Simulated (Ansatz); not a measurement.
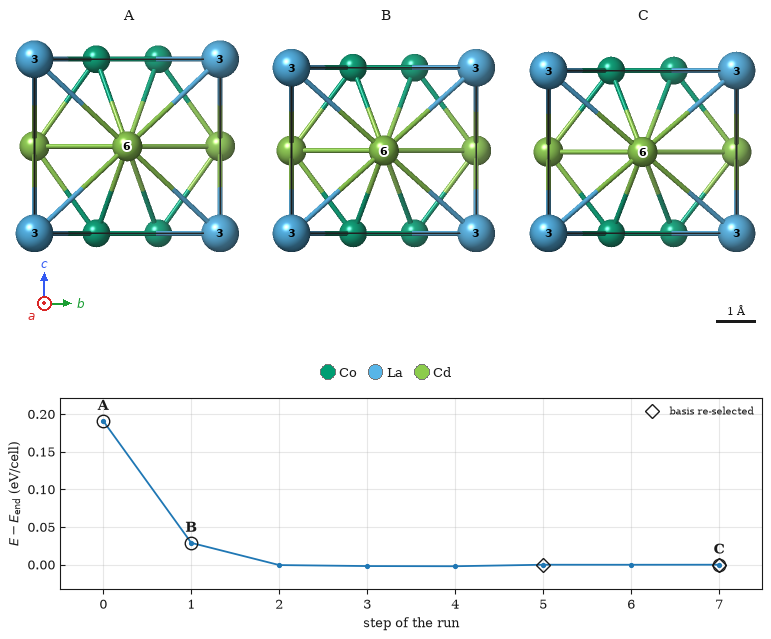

Frames of a relaxation of solid LaCd3Co2 (a generated structure, set up in P6/mmm), marked on the history of the run. The picture is a ball-and-stick view of the cell of the calculation, reduced to other axes, seen along the a axis. Lengths and directions refer to the drawn axes.

These are results of Ansatz, DFT, PAW plane waves, r2SCAN, not measurements.

Input
```yaml
crystal:
  lattice:
    - [2.79076, 4.833737, 0.0]
    - [-2.79076, 4.833737, 0.0]
    - [0.0, 0.0, 4.534421]
  atoms:
    - { symbol: Co, position: [0.3333, 0.3334, 0.0] }
    - { symbol: Co, position: [0.6666, 0.6667, 0.0] }
    - { symbol: La, position: [0.0, 0.0, 0.0] }
    - { symbol: Cd, position: [0.5, 0.5, 0.5] }
    - { symbol: Cd, position: [0.5, 0.0, 0.5] }
    - { symbol: Cd, position: [0.0, 0.5, 0.5] }
  symmetry: { tolerance: 0.0003 }
kpoints:
  mp_grid: { grid: [4, 4, 4], shift: [0, 0, 0] }
magnetization:
  spin_polarized: false
scf:
  occupations: { method: cold, width: 0.005 }
hamiltonian:
  pseudopotentials: { kind: paw }
  xc: r2scan
basis:
  ecutwfc: 500
output:
  forces: true
  stress: true
  eigenvalues: true
relax:
  max_steps: 40
  cell: {}
```

Command:
```bash
ansatz run input.yaml --threads 1 --pin off --max-ram 2560MiB --backend cpu --events-out ev --progress --plain --runs-dir out
```

Q: What happens along the run?

A: The atoms keep their places relative to the cell (all moves are under 0.005 Å). The volume changes by −4.1 %, with a = b 5.582 → 5.653 Å (+1.3 %), c 4.534 → 4.238 Å (−6.5 %). Some distances before and after: Co1–Cd4 2.781 → 2.675 Å, La3–Cd4 3.596 → 3.533 Å, Co1–La3 3.222 → 3.264 Å, Cd4–Cd5 2.791 → 2.826 Å. The space group stays P6/mmm (No. 191). Over 5 accepted moves (7 points after the start) the energy falls by 0.191 eV per cell of the calculation. All forces vanish by symmetry, so only the cell relaxes. The pressure goes from −3.86 to 0.00 GPa. The SCF was repeated twice at an unchanged geometry on a basis and grid sized afresh for the cell, which shifted the energy by 2.0 meV per cell of the calculation at most. The run took 110 s on 1 thread of Intel(R) Xeon(R) 6975P-C (Granite Rapids), with other jobs on the host, peak memory 0.86 GiB. From step 0 to 1: volume −5.8 %, energy −0.162 eV per cell of the calculation. From step 1 to 7: volume +1.8 %, energy −29.0 meV per cell of the calculation.

| step | E − E(0), meV/atom | pressure, GPa | volume, Å³/atom | note |
| --- | --- | --- | --- | --- |
| 0 | 0.00 | -3.86 | 20.389 |  |
| 1 | -26.98 | 1.32 | 19.206 |  |
| 2 | -31.89 | 0.42 | 19.453 |  |
| 3 | -32.12 | -0.06 | 19.566 |  |
| 4 | -32.15 | -0.01 | 19.553 |  |
| 5 | -31.82 | -0.03 | 19.553 | same geometry, new basis |
| 6 | -31.83 | 0.00 | 19.546 |  |
| 7 | -31.81 | 0.00 | 19.546 | same geometry, new basis |
